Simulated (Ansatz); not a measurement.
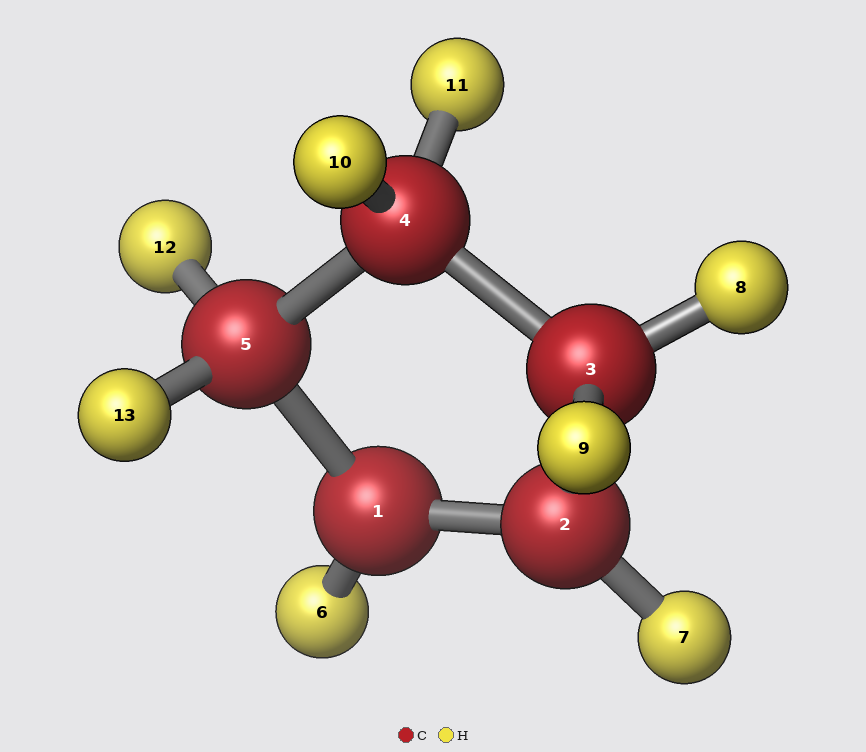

Computed geometry: PBE0-D4/def2-TZVP optimisation.

Give these bond angles: C2–C1–C5, C2–C1–H6, C5–C1–H6, C3–C4–C5, C3–C4–H10, C3–C4–H11, C2–C3–C4, C2–C3–H8, C2–C3–H9, C4–C3–H8, C4–C3–H9.

```
    angle  degrees
 C2–C1–C5    111.9
 C2–C1–H6    125.0
 C5–C1–H6    123.0
 C3–C4–C5    105.5
C3–C4–H10    112.9
C3–C4–H11    109.0
 C2–C3–C4    102.9
 C2–C3–H8    113.1
 C2–C3–H9    110.2
 C4–C3–H8    112.5
 C4–C3–H9    111.9
```
